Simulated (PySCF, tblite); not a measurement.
# C₄H₁₁NOSi₃: geometry, infrared bands and NMR shifts

Aim: predict the infrared bands and NMR shifts of C₄H₁₁NOSi₃ (`[SiH3]N[Si@@H]1C=CC(O[SiH3])=C1`).

Programs: tblite 0.8.0 and PySCF 2.14.0, with density-fitted response routines of our own. Each step states its level of theory. These are calculated values for one molecule in the gas phase, unless marked as measured. Atoms count from 0, in the outputs and in this text.

## 1. The starting structure

20 atoms, charge 0, multiplicity 1; geometry from: force field or distance geometry start.

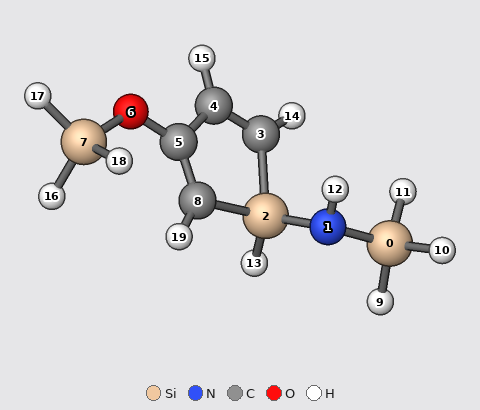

As it starts; silicon light orange, nitrogen blue, carbon grey, oxygen red, hydrogen white, atoms numbered; sticks join atoms by distance.

## 2. Geometry optimisation with GFN2-xTB

Job settings and geometry (Å):

```
{"job": {"kind": "relax", "xc": "GFN2-xTB", "basis": "xTB"}, "charge": 0, "multiplicity": 1}
Si    -3.624000    -0.627900    -0.198600
N     -1.998400    -1.007100    -0.094600
Si    -1.113600     0.284500     0.537400
C     -0.601500     1.480700    -0.814900
C      0.725500     1.407700    -1.012100
C      1.442100     0.458600    -0.183100
O      2.795900     0.406000    -0.405200
Si     3.850700    -0.608000     0.386800
C      0.680500    -0.223800     0.694900
H     -4.190200    -0.348600     1.151100
H     -4.311900    -1.797100    -0.797000
H     -3.799500     0.530300    -1.103900
H     -1.635700    -1.252000    -0.990500
H     -1.658600     0.902800     1.762100
H     -1.304400     2.125700    -1.312800
H      1.248700     2.014000    -1.737600
H      3.810800    -0.361500     1.850900
H      5.225600    -0.380800    -0.105600
H      3.485800    -2.027900     0.127100
H      0.967000    -0.964800     1.422000
```

Started as:

```console
> OMP_NUM_THREADS=1 python probes_run.py task.json out
```

This one command runs all jobs of the session in turn.

**Question.** This job is followed by: GFN2-xTB harmonic vibrations, gas phase; GIAO PBE0/pcSseg-1 NMR shielding, non-relativistic, gas phase. Predict these results of the whole session: strongest single infrared mode (GFN2-xTB); zero-point energy (GFN2-xTB); 13C shifts against TMS (PBE0/pcSseg-1); 1H shifts against TMS (PBE0/pcSseg-1, means over atoms taken as alike); 29Si shifts against TMS (PBE0/pcSseg-1); 15N shifts against NH3 (PBE0/pcSseg-1); 17O shifts against H2O (PBE0/pcSseg-1).

As calculated:

```
                                                              quantity                                          value
                             strongest single infrared mode (GFN2-xTB)                           815 cm⁻¹, 562 km/mol
                                          zero-point energy (GFN2-xTB)                                  81.8 kcal/mol
                                13C shifts against TMS (PBE0/pcSseg-1)                  176.7, 154.1, 142.5, 92.9 ppm
1H shifts against TMS (PBE0/pcSseg-1, means over atoms taken as alike)  6.81, 6.39, 5.21, 4.97, 4.85, 4.19, -0.03 ppm
                               29Si shifts against TMS (PBE0/pcSseg-1)                        -17.3, -43.7, -55.1 ppm
                                15N shifts against NH3 (PBE0/pcSseg-1)                                        4.1 ppm
                                17O shifts against H2O (PBE0/pcSseg-1)                                      117.3 ppm
```

**Reading.** Relaxing lowered the energy by 0.667 eV in 105 steps; the close pair that moved most is Si0–N1, from 1.672 to 1.732 Å. No mode is imaginary among the 54: a minimum at this level. The strongest single mode, at 815 cm⁻¹, is spread over several atoms, H9, H11, H10, Si0 among them. GFN2-xTB is a fitted tight-binding method: band positions and strengths are rough. Its intensities can rank the bands wrongly. At PBE0/pcSseg-1: The widest tensor belongs to C3: span 245 ppm, with a paramagnetic part of -221 ppm.
